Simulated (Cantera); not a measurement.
Charge: 1 mol AlN, 32 mol HCl, 9.3 mol H₂, 0.16 mol H₂O, at 18000 Pa.

Cantera equilibrium calculation (NASA polynomials, part measured and part estimated; ideal gas, pure solids and liquids). Candidate condensed phases: Al, AlCl₃, AlN, Al₂O₃, H₂O, NH₄Cl; 45 gas species. The tables' values for AlCl₂ are old estimates; treat these amounts as uncertain. Rates play no part.

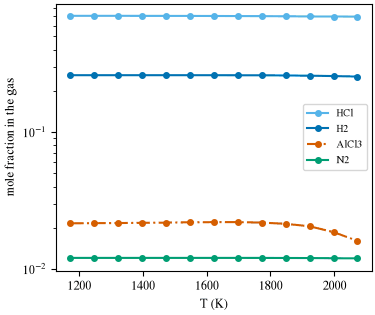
Equilibrium gas composition (values under 1e-9 drawn at 1e-9)

From 1173 K to 1923 K the condensed part is Al₂O₃(s). From 1998 K to 2073 K nothing is condensed. The main Al-bearing gas is AlCl₃ throughout.
